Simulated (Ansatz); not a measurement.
**Single-point calculation of Si2H3Cl3**

System: Si2H3Cl3.
Method: RKS PBE0-D4/def2-TZVPP (Ansatz 0.2.0).

The geometry is the reactant side of a reaction. The reaction was set up to form Si1–Cl3 and to break Si1–Si2 and Si2–Cl3 (atoms counted from 1 in the order of the input); sticks are drawn by distance alone. The geometry comes from this level: PBE0-D4/def2-TZVP.

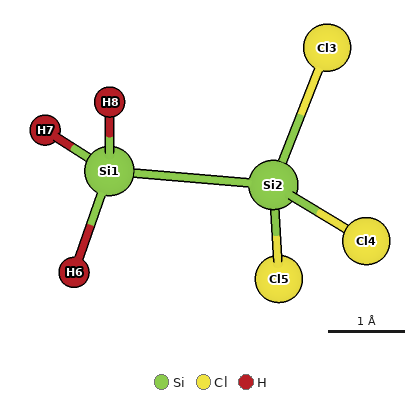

The structure (ball-and-stick view, seen at a tilt; atoms are numbered from 1 in the order of the input). Bond lengths as drawn: Cl–Si 2.04 Å, H–Si 1.48 Å and Si–Si 2.33 Å.

Summary

```json
{"quantity": "outcome", "value": "converged"}
{"quantity": "total energy", "value": "−53359.3721 eV"}
{"quantity": "mean-field energy", "value": "−53359.0955 eV"}
{"quantity": "dispersion energy", "value": "−0.2766 eV"}
{"quantity": "SCF solution under orbital rotations", "value": "stable"}
{"quantity": "HOMO", "value": "−8.57 eV"}
{"quantity": "LUMO", "value": "−0.49 eV"}
{"quantity": "hardware", "value": "8 threads of Intel Xeon @ 2.50GHz, 31 GiB of memory available, shared host"}
{"quantity": "wall time", "value": "1.8 s (CPU time 12 s)"}
{"quantity": "peak memory", "value": "0.92 GiB"}
```

The input
```yaml
crystal:
  periodic: [false, false, false]
  atoms:
    - {symbol: Si, position_ang: [-0.358982, 0.072840, 1.204518]}
    - {symbol: Si, position_ang: [0.305507, -0.061885, -1.025052]}
    - {symbol: Cl, position_ang: [2.129796, -0.969242, -1.180616]}
    - {symbol: Cl, position_ang: [-1.042248, -1.143610, -2.115448]}
    - {symbol: Cl, position_ang: [0.445852, 1.802421, -1.849728]}
    - {symbol: H, position_ang: [-1.685748, 0.735968, 1.262303]}
    - {symbol: H, position_ang: [0.649500, 0.866891, 1.950105]}
    - {symbol: H, position_ang: [-0.443676, -1.303481, 1.754019]}
basis:
  gaussian: {orbitals: def2-TZVPP}
hamiltonian: {xc: pbe0, dispersion: d4}
output: {orbitals: {seedname: orbitals}}
```

Run as:
```bash
ansatz run in.yaml --threads 8 --pin off --events-out ev --progress --plain --max-ram 19148MiB
```

The program's output
```
Functional definition: PBE0
  name "PBE0"
  cite "Adamo & Barone, J. Chem. Phys. 110, 6158 (1999) doi:10.1063/1.478522"
  cite "Perdew, Burke & Ernzerhof, Phys. Rev. Lett. 77, 3865 (1996) doi:10.1103/PhysRevLett.77.3865"
  parent pbe
  parameter a = 0.25
  parameter kappa = 0.804
  parameter beta = 0.06672455060314922
  exchange = (1 - a)*pbe_x(kappa = kappa, mu = beta*pi^2/3) + a*exact_x
  correlation = pbe_c(beta = beta)
1734 factors; their error is unknown
mean field evaluation 1: about -53358.2980 eV, gradient 1.7e1 eV
mean field evaluation 2: about -53358.6991 eV, gradient 1.2e1 eV
mean field evaluation 4: about -53358.9642 eV, gradient 1.3e0 eV
mean field evaluation 8: about -53359.0955 eV, gradient 1.5e-1 eV
mean field -53359.09548319 eV, -1960.9105909134 hartree, gradient 5.7e-5 eV, S^2 0.000000; 0 other end points of the search recorded, 0 dependent functions left out
reference -53359.09551807 eV, -1960.9105921951 hartree; 41, 41 occupied and 211, 211 virtual orbitals, 1734 factors
Total energy: -53359.37214602 eV, -1960.9207580849 hartree
```

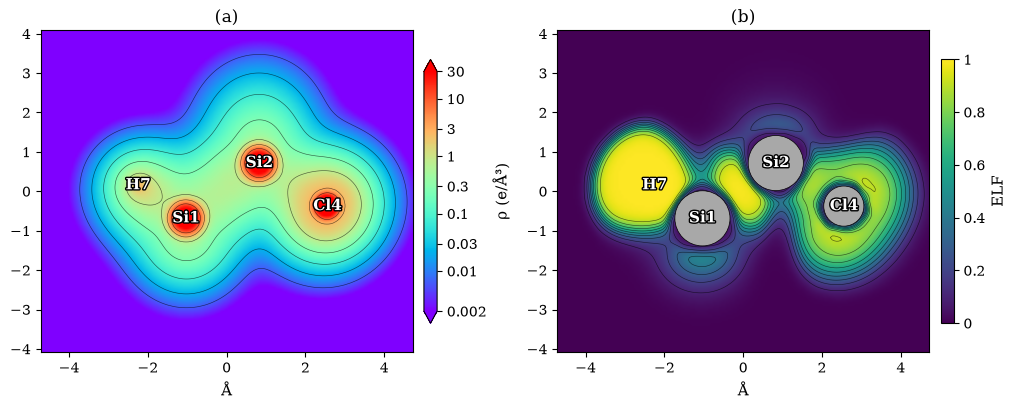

(a) electron density; (b) electron localisation function on the plane of atoms Si2, Si1 and H7. Grey discs, where drawn, cover atomic cores. The section cuts through Si, Cl and H sites. Si–H (1.48 Å): ρ at the midpoint is about 0.81 e/Å³; the ELF climbs to about 1 towards the hydrogen, as it does in any bond to H.

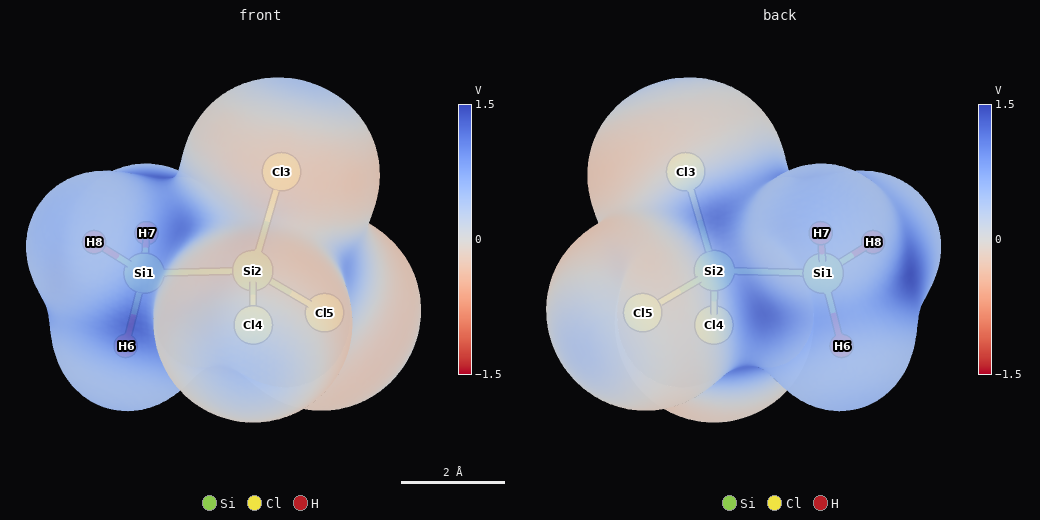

The electrostatic potential painted on the density surface at 0.002 e/bohr³, seen at a tilt and from behind; red is negative and blue positive. A positive charge is drawn to the negative regions and a negative charge to the positive ones.

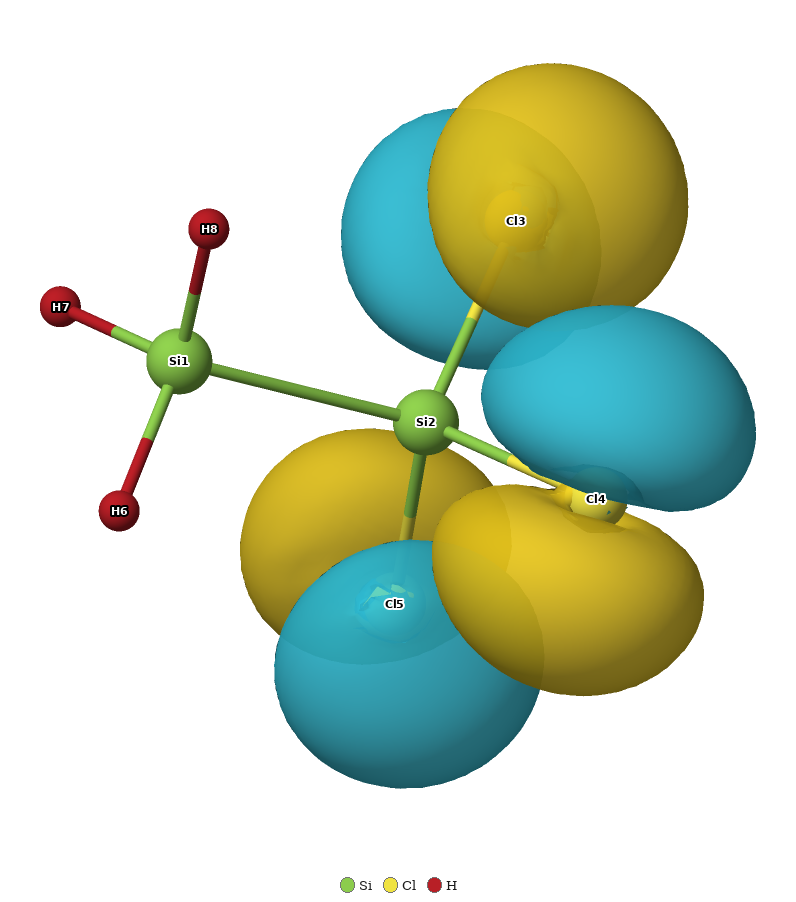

The HOMO−1 at ±0.08 Å⁻³ᐟ² (yellow and cyan are the two phases), seen at a tilt. Its energy is −9.26 eV.

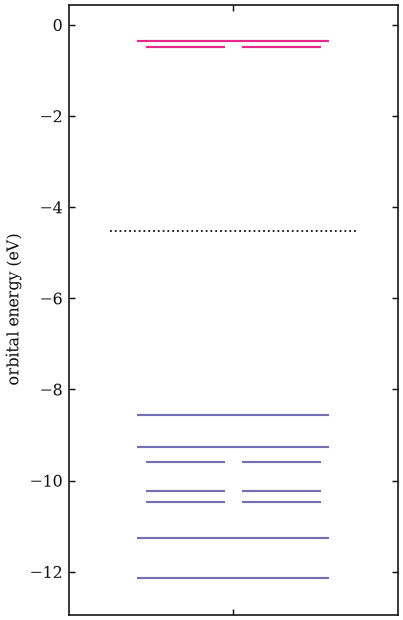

Orbital energies near the frontier; the dotted line parts filled from empty levels, and levels within 0.02 eV of each other stand side by side. Highest filled −8.57 eV, lowest empty −0.49 eV, 8.08 eV apart.
